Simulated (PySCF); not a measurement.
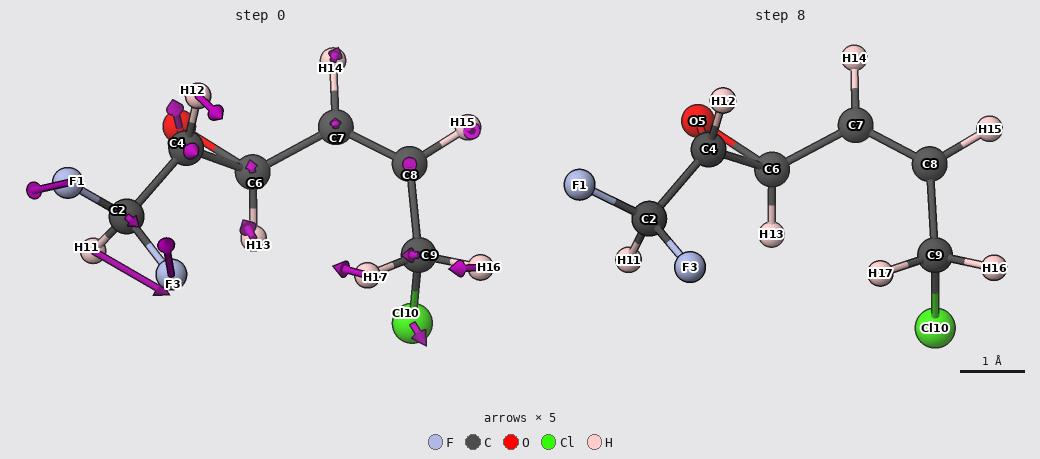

The structure of C6H7ClF2O before (left) and after (right) a relaxation, at one scale. The purple arrows give the displacements, 5 times their true length.

Style: ball-and-stick. Shown at a tilt.

The start comes from GFN2-xTB.

The calculation used PySCF, PBE0-D3(BJ)/def2-SVP geometry optimisation, gas phase. 

What changed between the two?

Answer. The largest move after the best rigid fit is that of H11, 0.28 Å. By element the largest moves are H 0.28 Å, F 0.27 Å, O 0.13 Å, Cl 0.09 Å, C 0.08 Å. Near-neighbour distances that change, for instance: C7–H14 1.080 → 1.095 Å, O5–C6 1.400 → 1.414 Å, C2–C4 1.513 → 1.500 Å, C4–O5 1.389 → 1.402 Å. Bond angles that change, for instance: C8–C9–Cl10 109.7° → 111.8°. The energy falls by 1.60 kcal/mol in 8 geometry steps. Largest force component: 0.75 eV/Å at the start, 0.016 eV/Å at the end. The run took roughly 2.5 core-minutes on a shared host.
